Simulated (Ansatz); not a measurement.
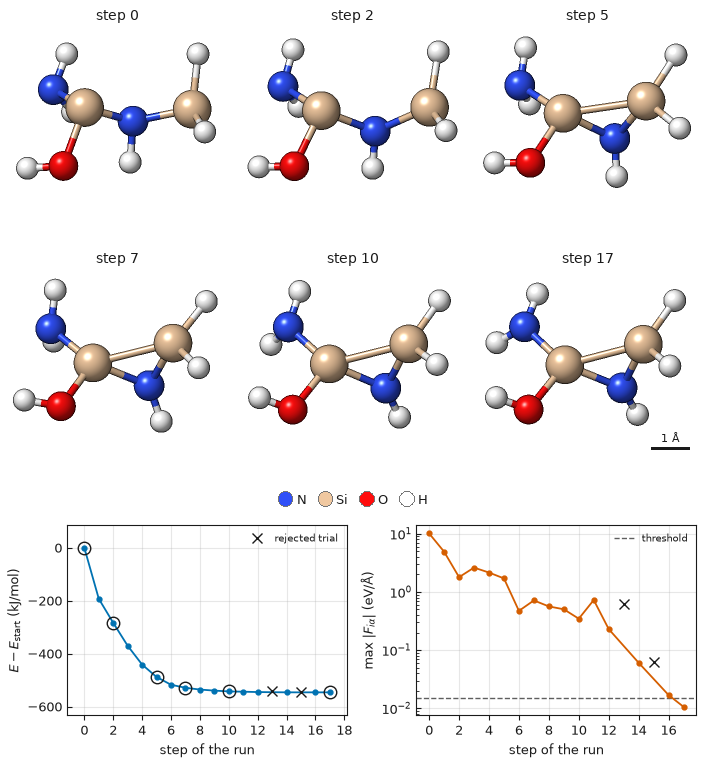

Frames of a relaxation of Si$_{2}$N$_{2}$H$_{6}$O, marked on the history of the run. The picture is a ball-and-stick view, seen at a tilt.

The run prepares an end point of a later path (inversion) calculation, from a guessed geometry.

Computed with RKS PBE0-D4/def2-SVP (Ansatz). (no spin polarisation; force threshold 0.015 eV/Å; at most 40 steps)

> What happens along the run?

The largest moves after the best rigid fit, 1.25 Å, are those of H atoms. By element the largest moves are H 1.25 Å, N 0.85 Å, Si 0.77 Å, O 0.15 Å. Among the contacts that change: Si–Si 2.860 → 2.237 Å, N–Si 1.542 → 1.718 Å, N–Si 1.635 → 1.770 Å, H–N 1.097 → 1.014 Å. New bonds form: Si–Si (2.86 → 2.24 Å). Among the angles between lasting bonds that change: Si–N–Si 128.3° → 79.7°, Si–N–H 104.9° → 142.4°, N–Si–N 92.7° → 125.2°. After 15 accepted moves (17 points after the start) the energy has fallen by 546.0 kJ/mol. The largest force component goes from 10 to 0.011 eV/Å. The line search rejected the trial steps at points 13, 15 of the run. From step 0 to 2: an N atom moves most (0.36 Å), energy −283.3 kJ/mol. From step 2 to 5: a Si atom moves most (0.58 Å), energy −204.6 kJ/mol. From step 5 to 7: an H atom moves most (0.39 Å), energy −40.9 kJ/mol. From step 7 to 10: an H atom moves most (0.51 Å), energy −13.8 kJ/mol. From step 10 to 17: an H atom moves most (0.30 Å), energy −3.49 kJ/mol.
